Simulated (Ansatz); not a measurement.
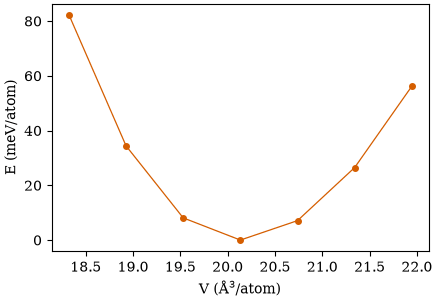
*TePt (CsCl type, Pm-3m) under volume change, r²SCAN (plane waves, PAW; program Ansatz), shape and atoms relaxed at each volume.*

Task: What does a third-order Birch–Murnaghan fit give for V₀, B₀ and B′?

Result: V₀ = 20.14 Å³/atom, B₀ = 132 GPa, B′ = 5.2.

The start of the workflow was typed in or built on a structure type; neither database checked (COD, Materials Project) lists it. COD files the formula under space group No. 166, 194. Whether it is the stable phase at ambient conditions was not checked. The cell was relaxed with r²SCAN under the symmetry of its start; whether a distortion lowers the energy is not shown. No spin polarisation was allowed. Its formation energy is positive at this level, so the cell may be metastable or incomplete. Spin–orbit coupling is left out wherever it is not named.

Potentials: the later of the program's two PAW sets.
